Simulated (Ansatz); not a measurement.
**SVWN5/cc-pVTZ run of F2 (fluorine)**

Aim: the vertical ionisation energy of F2 (fluorine) at SVWN5/cc-pVTZ, from 2 runs. 

Program for the calculation: Ansatz 0.2.0.

18 further runs of the same task are left out: 18 set aside as unsound or not needed.

**1. The system as given**

F2: 2 atoms, total charge 0, spin state singlet. SMILES: `FF`. The shape is that of a PBE0-D4/def2-TZVP optimisation.

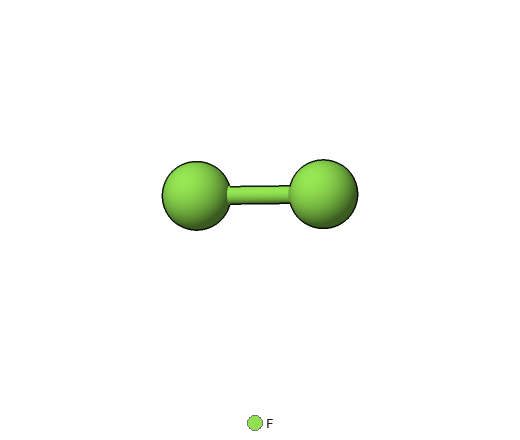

The structure, seen from a chosen angle (fluorine green).

**2. A single-point energy at SVWN5/cc-pVTZ**

input.yaml reads:

```yaml
crystal:
  periodic: [false, false, false]
  atoms:
    - {symbol: F, position_ang: [-0.583900, 0.212400, -0.295000]}
    - {symbol: F, position_ang: [0.583900, -0.212400, 0.295000]}
basis:
  gaussian:
    orbitals: cc-pVTZ
hamiltonian:
  xc: {name: SVWN5}
accuracy: high
output:
  orbitals: {seedname: orbitals}
```

Command:

```
$ ansatz run input.yaml --threads 1 --pin off --max-ram 3480MiB --events-out events.jsonl --progress --plain --runs-dir runs
```

The program printed:

```text
Warning: RAYON_NUM_THREADS=1 ignored (pool sized by the plan → 1); use --threads N
Functional definition: SVWN5
  name "SVWN5"
  exchange = slater_x
  correlation = vwn5_c
852 factors; integrals over basis functions are off by at most 2.5e-9 eV
mean field evaluation 1: about -5396.4545 eV, gradient 1.8e1 eV
mean field evaluation 2: about -5396.6226 eV, gradient 1.1e1 eV
mean field evaluation 4: about -5396.7651 eV, gradient 7.0e-1 eV
mean field evaluation 8: about -5396.7677 eV, gradient 1.2e-3 eV
mean field evaluation 16: about -5396.7677 eV, gradient 2.4e-7 eV
mean field -5396.76772137 eV, -198.3275556999 hartree, gradient 3.2e-9 eV, S^2 0.000000; 0 other end points of the search recorded, 0 dependent functions left out
reference -5396.76772207 eV, -198.3275557256 hartree; 9, 9 occupied and 51, 51 virtual orbitals, 852 factors
Total energy: -5396.76772207 eV, -198.3275557256 hartree
```

Run time: 0.58 s. Hardware: 1 thread of Intel Xeon Platinum 8488C (Sapphire Rapids), shared host; peak memory 0.12 GiB.

**3. The doublet cation, same level**

job.yaml reads:

```yaml
crystal:
  periodic: [false, false, false]
  atoms:
    - {symbol: F, position_ang: [-0.583900, 0.212400, -0.295000]}
    - {symbol: F, position_ang: [0.583900, -0.212400, 0.295000]}
basis:
  gaussian:
    orbitals: cc-pVTZ
total_charge: 1
magnetization:
  spin_polarized: true
  initial_magnetization: 1
hamiltonian:
  xc: {name: SVWN5}
accuracy: high
output:
  orbitals: {seedname: orbitals}
```

Command:

```
$ ansatz run job.yaml --threads 1 --pin off --max-ram 3480MiB --events-out events.jsonl --progress --plain --runs-dir runs
```

The program printed:

```text
Warning: RAYON_NUM_THREADS=1 ignored (pool sized by the plan → 1); use --threads N
Functional definition: SVWN5
  name "SVWN5"
  exchange = slater_x
  correlation = vwn5_c
852 factors; integrals over basis functions are off by at most 2.5e-9 eV
mean field evaluation 1: about -5379.6322 eV, gradient 2.8e1 eV
mean field evaluation 2: about -5379.8124 eV, gradient 2.6e1 eV
mean field evaluation 4: about -5381.2156 eV, gradient 6.5e0 eV
mean field evaluation 8: about -5381.2625 eV, gradient 4.1e0 eV
mean field evaluation 16: about -5381.1853 eV, gradient 7.8e0 eV
mean field -5381.29293746 eV, -197.7588678801 hartree, gradient 3.4e-8 eV, S^2 0.750961; 3 other end points of the search recorded, 0 dependent functions left out
reference -5381.29293829 eV, -197.7588679108 hartree; 9, 8 occupied and 51, 52 virtual orbitals, 852 factors
Total energy: -5381.29293829 eV, -197.7588679108 hartree
```

Run time: 1.3 s. Hardware: 1 thread of Intel Xeon Platinum 8488C (Sapphire Rapids), shared host; peak memory 0.13 GiB.

**4. Summary of results**

Level: SVWN5/cc-pVTZ.

| quantity | value |
| --- | --- |
| singlet F2: total energy | -198.32756 Eh |
| singlet F2: HOMO energy | -9.24 eV |
| singlet F2: LUMO energy | -5.28 eV |
| singlet F2: HOMO–LUMO gap | 3.96 eV |
| doublet cation: total energy | -197.75887 Eh |
| doublet cation: HOMO energy (highest over α and β) | -21.73 eV |
| doublet cation: ⟨S²⟩ | 0.751 |
| vertical ionisation energy (to the doublet cation) | 15.475 eV |

**Reading.** The vertical ionisation energy comes to 15.47 eV (1493 kJ/mol). −ε(HOMO) before ionisation, 9.24 eV, is 6.24 eV below this ionisation energy.
